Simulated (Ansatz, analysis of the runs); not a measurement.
# Transmission past a defect: Al wire along [110], 4 atoms a period, vacancy of one Al, part 3 of 3

What does the defect do to the conductance?

Ansatz 0.2.0; DFT PBE, plane waves, PAW; relaxation of a wire's period (the session's first sound run).

So far, conductance of the lead as this run defines it (G₀): step 3 (the wire at its relaxed period) 5.00.

### 5. The open system

This step: DFT PBE, plane waves, PAW; transmission of a junction in a wire (Ansatz 0.2.0).

The cell is now read as a scatterer between two semi-infinite leads, named by two sites one period apart. The scattering states in its self-consistent potential are matched to the leads' states at each energy. One point across is taken, as for a wire in vacuum.

Contents of input.yaml:

```yaml
crystal:
  lattice:
    - [8.82, 0.0, 0.0]
    - [0.0, 11.085, 0.0]
    - [0.0, 0.0, 23.1655037328]
  atoms:
    - { symbol: Al, position: [0.429466501, 0.393168817, 0.0] }
    - { symbol: Al, position: [0.710518016, 0.385559876, 0.055555556] }
    - { symbol: Al, position: [0.570533499, 0.606837236, 0.055555556] }
    - { symbol: Al, position: [0.289481984, 0.614446177, 0.0] }
    - { symbol: Al, position: [0.429466501, 0.393168817, 0.111111111] }
    - { symbol: Al, position: [0.710518016, 0.385559876, 0.166666667] }
    - { symbol: Al, position: [0.570533499, 0.606837236, 0.166666667] }
    - { symbol: Al, position: [0.289481984, 0.614446177, 0.111111111] }
    - { symbol: Al, position: [0.429466501, 0.393168817, 0.222222222] }
    - { symbol: Al, position: [0.710518016, 0.385559876, 0.277777778] }
    - { symbol: Al, position: [0.570533499, 0.606837236, 0.277777778] }
    - { symbol: Al, position: [0.289481984, 0.614446177, 0.222222222] }
    - { symbol: Al, position: [0.4276817049, 0.3888123721, 0.3362351705] }
    - { symbol: Al, position: [0.6992123564, 0.3730197459, 0.3886565422] }
    - { symbol: Al, position: [0.5598393389, 0.5946747576, 0.3884880149] }
    - { symbol: Al, position: [0.2770716578, 0.5997040245, 0.3332522146] }
    - { symbol: Al, position: [0.6981629485, 0.3752649408, 0.4993141361] }
    - { symbol: Al, position: [0.5591849595, 0.5970480361, 0.5003463863] }
    - { symbol: Al, position: [0.2864826734, 0.6362914271, 0.4442600747] }
    - { symbol: Al, position: [0.4281363724, 0.391519556, 0.5527143995] }
    - { symbol: Al, position: [0.7125882689, 0.3905545766, 0.6102904353] }
    - { symbol: Al, position: [0.5665510883, 0.6131840887, 0.6107062625] }
    - { symbol: Al, position: [0.2749725321, 0.6011386591, 0.5553696625] }
    - { symbol: Al, position: [0.429466501, 0.393168817, 0.666666667] }
    - { symbol: Al, position: [0.710518016, 0.385559876, 0.722222222] }
    - { symbol: Al, position: [0.570533499, 0.606837236, 0.722222222] }
    - { symbol: Al, position: [0.289481984, 0.614446177, 0.666666667] }
    - { symbol: Al, position: [0.429466501, 0.393168817, 0.777777778] }
    - { symbol: Al, position: [0.710518016, 0.385559876, 0.833333333] }
    - { symbol: Al, position: [0.570533499, 0.606837236, 0.833333333] }
    - { symbol: Al, position: [0.289481984, 0.614446177, 0.777777778] }
    - { symbol: Al, position: [0.429466501, 0.393168817, 0.888888889] }
    - { symbol: Al, position: [0.710518016, 0.385559876, 0.9444444445] }
    - { symbol: Al, position: [0.570533499, 0.606837236, 0.9444444445] }
    - { symbol: Al, position: [0.289481984, 0.614446177, 0.888888889] }
kpoints:
  mp_grid: { grid: [1, 1, 4] }
scf:
  occupations: { method: fermi_dirac, width: 0.05 }
hamiltonian:
  xc: pbe
output:
  transmission:
    e_range: [-1.26, 1.26]
    de: 0.035
    kmesh: [1, 1]
    reduced_basis: true
    leads: [[31, 0]]
  dos: { projected: true, e_range: [-4, 3] }
  write_potential: true
  write_density: true
  volumetric_format: npy
  elf: true
basis:
  ecutwfc: "350 eV"
```

Run with:

```sh
$ ansatz run input.yaml --threads 4 --pin off --max-ram 16384MiB --backend cpu --events-out ev --progress --plain --runs-dir out
```

Numbers of over 12 decimals in the logs are rounded to 6 here.

The program printed:

```text
[...]
Crystal: 35 atoms, lattice volume = 2264.884 Å³
Basis set: ecut = 350 eV, 33769 PW (Γ)
Bands: 88, of which v1, the nominal top of the filled ones, is band 53 counted from 1 (52 counted from 0)
Symmetry: 1 space group operations
[...]
k-points: 3 of 4 (time reversal used)
[...]
SCF iter   1: F=—  HF=-18786.910070 eV  |F-HF|=—  |Δ(HF+E_count)|=         —  Δρ=2.14e-3  dr2=3.19e-1  ethr=1.77e-3  ⟨swp⟩=9.0  Hψ=1557  notcnv=0  defer=3
[...]
SCF iter   8: F=-18786.873488 eV  HF=-18786.873488 eV  |F-HF|=3.97e-9  |Δ(HF+E_count)|=   5.46e-8  Δρ=4.08e-7  dr2=1.57e-8  ethr=9.52e-11  ⟨swp⟩=2.7  Hψ=513  notcnv=0
SCF 1 converged in 8 iterations: F = -18786.873488 eV  dr2 = 1.57e-8
[...]
transmission: 27 of 162 steps passed
transmission: 54 of 162 steps passed
[...]
transmission: 162 of 162 steps passed
WARN: The output density's exchange-correlation potential varies sharply where the density is thin. Do not read a vacuum level from v_tot or v_xc, or from such a field of the output density. On a cell that repeats whose density bears no net charge and no dipole along the vacuum's axis use v_es (v_loc + v_h of the components); under efield.dipole_correction with no amplitude use v_es + v_field, which holds any externa [...]
SCF converged after 8 iterations
Free energy (F): -18786.873488 eV
[...]
Internal energy: -18786.753191 eV  (E = F + TS)
E sigma→0 (E₀):  -18786.813339 eV
Entropy (-TS):   -0.120297 eV (-3.437 meV/atom)
Fermi energy:    -1.073361 eV
[...]
--- Band table (eV) ---
  k-point 0: bands = [... 49 lower, -1.4913, -1.3246, -1.2873, -1.0808, -0.7673, -0.7258, -0.6949, -0.6044, ... 31 higher]
  k-point 1: bands = [... 49 lower, -1.5048, -1.3691, -1.1675, -1.1009, -0.9788, -0.9562, -0.5511, -0.5329, ... 31 higher]
  k-point 2: bands = [... 49 lower, -1.6217, -1.4545, -1.2500, -0.9198, -0.8569, -0.8459, -0.7869, -0.7247, ... 31 higher]
--- Transmission ---
  basis      : 715 plane waves across, 27 finite elements along
  points     : 1, standing for a mesh of 1 x 1
[...]
crystal 0  : Al4, at the sites [31, 0], period 2.5739 Å, over 15.44 Å; its Hamiltonian steps by up to 26.7 meV: too much for a lead, lay more layers or, if its atoms are ordered, name the step of that order
[...]
filled         : 14.8 meV over the level at which it is neutral
    channels       : 5.000000e0 a spin
[...]
junction   : crystal 0 to crystal 0, -0.64 to 19.95 Å
    transmission   : 3.584500e0 a spin
    error estimate : 6.211594e-4 a spin from the reduction of the transverse basis, at the most 3.348659e-3 at -1.015000 eV
    conductance    : 2.8336e14 S/m² at 300 K (2.8194e14 on every other energy)
    error estimate : 0.5 % from the energy spacing and 0.0 % from band edges of the leads and from resonances (wavevectors taken as independent; lower de), 0.0 % from the reduction of the transverse basis, 1.2 % from the steps of its leads' Hamiltonians or their offsets (lay more layers), 0.4 % from the distance to neutral
    resistance     : 1.0022e-3 Ω µm² beyond half of each lead's own
```

It took 2.3 min on 4 threads of Arm Neoverse V1, shared host; peak memory 2 GiB; 8.1 min of CPU time.

This step gave:

- energy at zero smearing: -18786.8133 eV
- transmission at the energy nearest the Fermi level, one spin: 3.585
- step of the lead's Hamiltonian: 26.7 meV
- conductance of the junction: 3.576 G₀

Table of transmission, one spin by energy, zero at the Fermi level:

| energy (eV) | transmission, one spin |
| --- | --- |
| -1.190 | 4.05 |
| -1.085 | 4.18 |
| -1.015 | 4.21 |
| -0.910 | 3.04 |
| -0.805 | 2.83 |
| -0.700 | 2.93 |
| -0.595 | 3.08 |
| -0.490 | 3.21 |
| -0.385 | 3.32 |
| -0.315 | 3.38 |
| -0.210 | 3.47 |
| -0.105 | 3.39 |
| 0.000 | 3.58 |
| 0.105 | 3.64 |
| 0.175 | 3.66 |
| 0.210 | 3.40 |
| 0.315 | 3.57 |
| 0.385 | 3.26 |
| 0.490 | 1.74 |
| 0.525 | 1.86 |
| 0.595 | 1.05 |
| 0.700 | 1.61 |
| 0.805 | 2.02 |
| 0.910 | 2.28 |
| 0.945 | 2.29 |
| 1.015 | 2.44 |
| 1.085 | 2.59 |
| 1.190 | 3.75 |

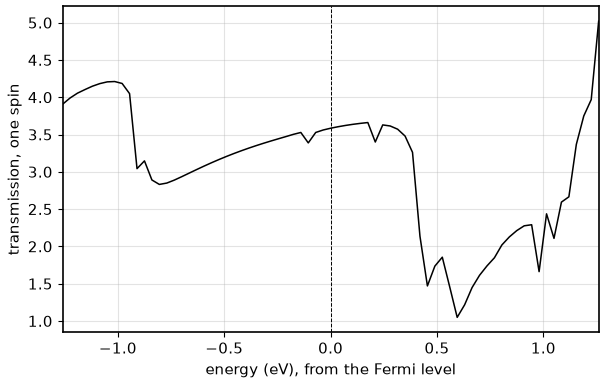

Transmission, one spin, plotted against energy.

Table of open channels of the lead, one spin by energy, zero at the Fermi level:

```csv
energy (eV),"open channels of the lead, one spin"
-1.190,7
-1.015,7
-0.805,5
-0.595,5
-0.385,5
-0.210,5
0.000,5
0.210,5
0.385,5
0.595,3
0.805,4
1.015,4
1.190,6
```

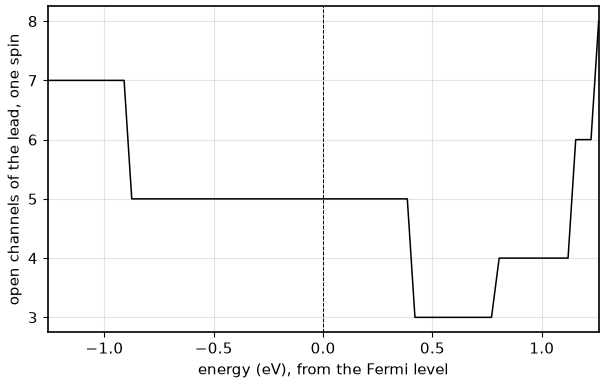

Open channels of the lead, one spin, plotted against energy.

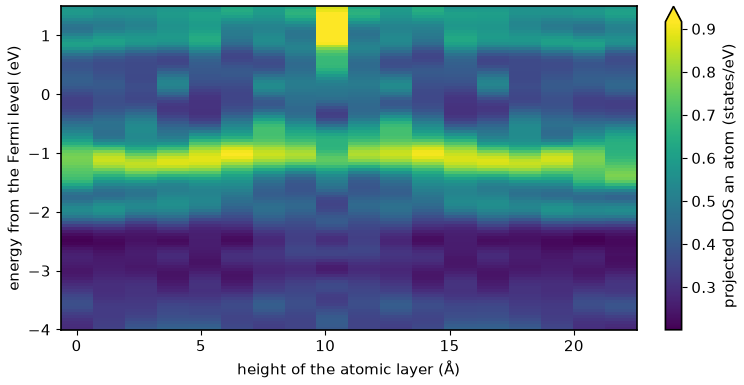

Projected DOS an atom over height of the atomic layer and energy from the Fermi level.  broadened by a Gaussian of 0.15 eV, since few k-points sample the long cell.

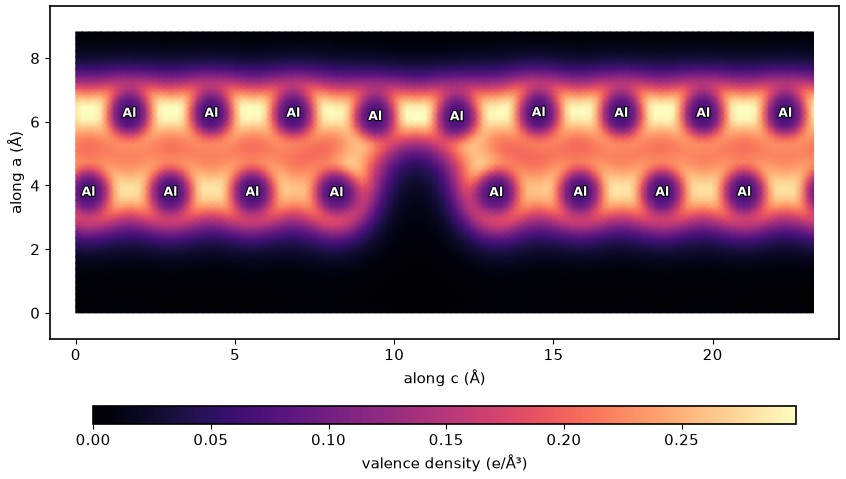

Valence density in the ca plane at fractional y = 0.386, with atoms of Al within 0.2 Å of it. It is the smooth field of the valence electrons, not physical close to the nuclei.

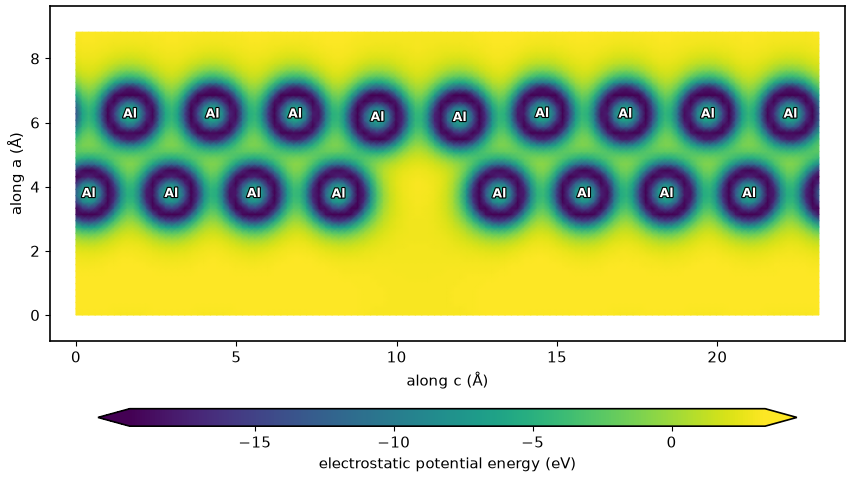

Electrostatic potential energy in the ca plane at fractional y = 0.386, with atoms of Al within 0.2 Å of it. With pseudopotentials it is smooth inside the atoms' cores, unlike the true potential.

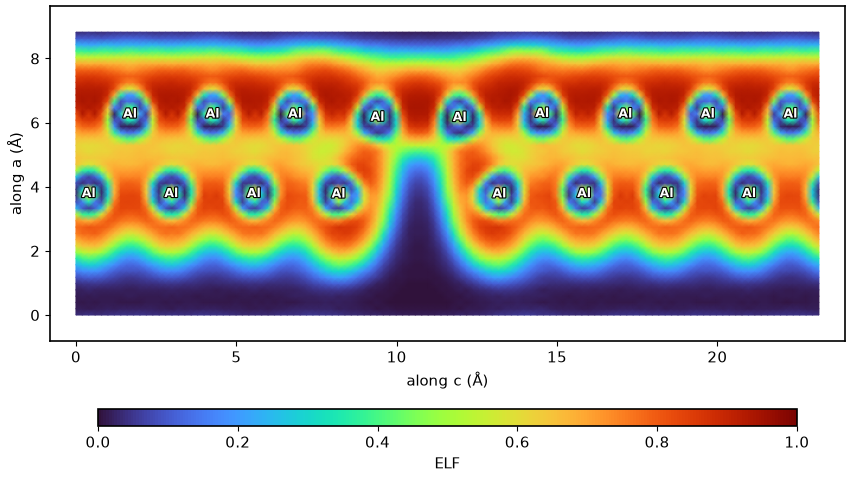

ELF in the ca plane at fractional y = 0.386, with atoms of Al within 0.2 Å of it. It is the smooth field of the valence electrons, not physical close to the nuclei.

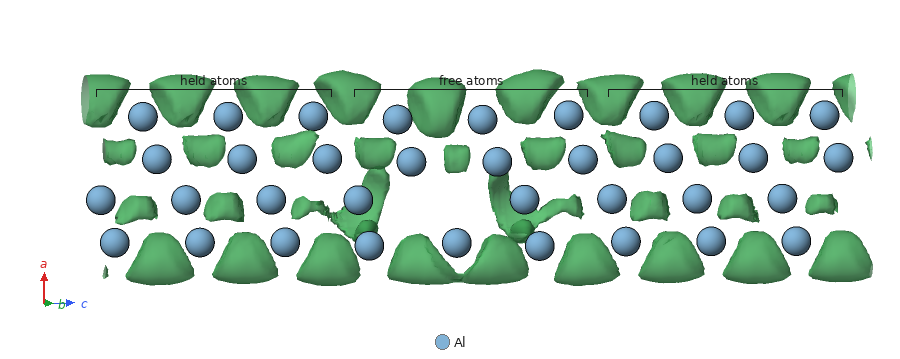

Surface of ELF = 0.85.

By hand: the program gives 2.8336 × 10^14 S/m² over the cell's cross-section of 97.77 Å² = 9.777 × 10^-19 m², so one cell conducts 2.770 × 10^-4 S. Divided by G0 = 2e²/h = 7.748 × 10^-5 S this is 3.58 G0, a resistance of 3.61 kΩ.

The conductance is 3.58 G₀, with 5 channels a spin open in the lead. The lead's Hamiltonian steps by 26.7 meV, which the program calls too much for a lead.

### 6. Conductance and thermopower from T(E)

This step: Landauer integrals over the computed T(E), interpolated linearly between its energies (analysis of the runs above).

Conductance and thermopower are moments of T(E) over the thermal window; sliding the window along E stands for a gate that leaves T(E) rigid.

Numbers from this step:

```yaml
conductance_at_300_k_interpolated_from_t_e: 3.578 G₀
thermopower_at_300_k: -1.493 μV/K
lorenz_number_over_l0: 0.9947
```

T(E) held rigid; rough near sharp steps of T(E). Conductance at 300 K against shift of the leads' level:

```
shift of the leads' level (eV)  conductance at 300 K (G₀)
                        -0.900                       3.32
                        -0.750                       2.89
                        -0.600                       3.07
                        -0.500                       3.19
                        -0.350                       3.35
                        -0.200                       3.47
                        -0.050                       3.53
                         0.050                       3.61
                         0.200                       3.57
                         0.350                       3.28
                         0.500                       1.72
                         0.600                       1.32
                         0.750                       1.79
                         0.900                       2.19
```

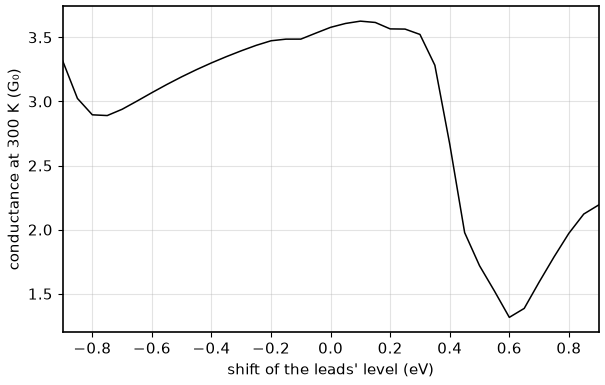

Conductance at 300 K against shift of the leads' level.

T(E) held rigid; rough near sharp steps of T(E). The thermopower at 300 K by shift of the leads' level:

| shift of the leads' level (eV) | thermopower at 300 K (μV/K) |
| --- | --- |
| -0.900 | 17.2 |
| -0.800 | 3.34 |
| -0.700 | -2.78 |
| -0.600 | -3.08 |
| -0.500 | -2.67 |
| -0.350 | -2.06 |
| -0.250 | -1.67 |
| -0.150 | -0.141 |
| -0.050 | -1.99 |
| 0.050 | -0.966 |
| 0.150 | 1.25 |
| 0.250 | 0.661 |
| 0.350 | 18.4 |
| 0.500 | 16.9 |
| 0.600 | 7.72 |
| 0.700 | -18.2 |
| 0.800 | -12.5 |
| 0.900 | -1.00 |

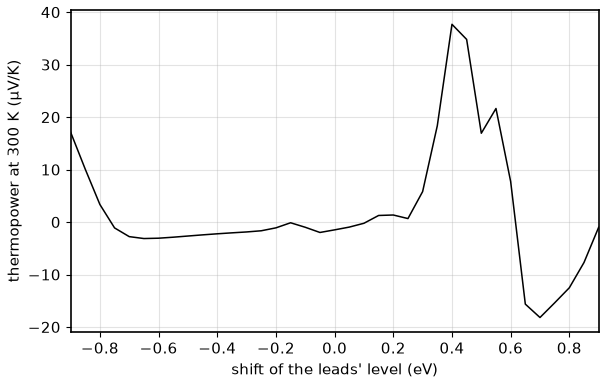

Thermopower at 300 K against shift of the leads' level.

The two levels move by half the bias each and T(E) is held rigid. Current from the zero-bias T(E) against bias:

```csv
bias (V),current from the zero-bias T(E) (μA)
0.000,0
0.100,27.7
0.200,55.3
0.300,82.8
0.400,110
0.500,137
0.600,164
0.700,191
0.800,215
0.900,237
1.000,256
1.100,275
1.200,292
1.300,309
1.400,327
1.500,344
1.600,363
1.700,382
1.800,403
1.900,425
```

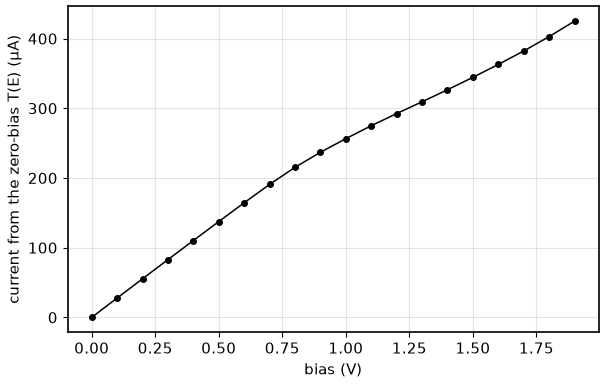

Current from the zero-bias T(E), plotted against bias.

By hand, Mott's formula: S = −(π²k²T/3e) d ln T/dE, and π²k²T/3e = 7.33 μV/K × eV at 300 K. The computed T is 3.53 at -0.070 eV and 3.62 at +0.070 eV, so d ln T/dE ≈ 0.188 per eV and S ≈ -1.38 μV/K, against -1.49 from the integrals.

The thermopower is -1.49 μV/K. The Lorenz ratio is 0.99, where the Wiedemann-Franz law gives 1. Moving the level by up to 0.1 eV either way gives -2.0 to -0.24 μV/K.

### 7. What came out

```json
{
 "conductance of the perfect wire": "5.00 G₀",
 "conductance, vacancy of one Al": "3.58 G₀",
 "thermopower, vacancy of one Al": "-1.49 μV/K"
}
```

Summed over the computed window, 62 % of the lead's open channels pass the defect; the conductance at 300 K is 3.58 G₀. With vacancy of one Al, 72 % of the conductance of that run's own lead (4.99 G₀) is left. Transport is coherent and elastic here: the atoms are frozen, so scattering by vibrations plays no part. In 1 run the program finds the step of the lead's Hamiltonian too large, so longer leads may change the transmission. A cutoff under the files' recommended one was taken to save time; its effect on T(E) was not tested here. A cell with an odd number of electrons ran without spin; a level of the scatterer near the Fermi level could split if spin were allowed. The program marked the mesh across the current as unconverged (a run): one point across may be too few, as where atoms come near their images or a face has no vacuum.

[Logs are printed without paths, hosts, clocks, repeated set-up lines and the standing remarks that a program may print on its own settings, such as how far it seeks lower states.]

[Hosts, paths, dates, database ids (printed as entryN), source tags and the programs' standing remarks are cut or masked in the printed files.]
